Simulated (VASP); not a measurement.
Band structure of InSb (zinc blende). Level of theory: vdW-DF2, VASP's PBE PAW potentials (set 64) (plane waves; VASP).

Unless said otherwise, spin-orbit coupling is left out, though it shifts the bands of the heavy elements here.

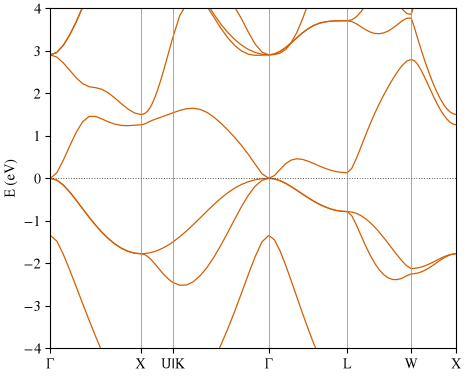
Figure: Bands along high-symmetry lines, zero at the valence-band maximum or, without a gap, the Fermi level

### Question
Read the plot: is there a gap, and where are the band edges?

### Answer
It has no gap at this level: it comes out as a metal or semimetal. (Edges off the drawn lines would not show.)

The compound is InSb in the zinc blende structure. It was relaxed first, which changed the volume by +18 %.
